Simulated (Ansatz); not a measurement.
**A computed series for Ru: response to strain**

The parent structure is Ru in the hcp (Mg type) structure (space group P6_3/mmc, No. 194; a = 2.7055 Å, c = 4.2651 Å; relaxed with 0.1 eV smearing). Axes: x lies along a and z along c of the hexagonal cell.

Strains are applied to the cell and any free atomic positions relax; under biaxial strain the out-of-plane vector relaxes too.

Level of theory: r2SCAN, PAW, 500 eV (Ansatz, a quantum-chemistry and plane-wave program; no spin-orbit coupling), earlier PAW set.

Notes on the quantities. pressure: mean of the normal stresses, compression positive.

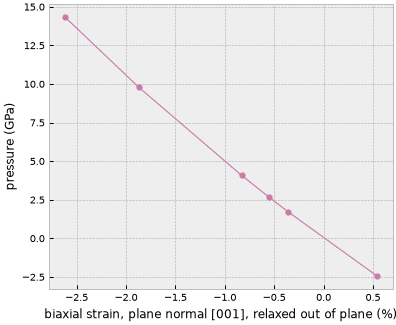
Pressure against biaxial strain, plane normal [001], relaxed out of plane

Question: From the plot, what is the pressure for biaxial strain −0.36 %, plane normal [001], relaxed out of plane?

Answer: About 2 GPa.

Question: Is the trend monotonic over the range shown?

Answer: Yes, it falls throughout, spanning -2.4 GPa to 14.3 GPa.

Stability against distortions was not tested. All final runs are without spin polarisation.
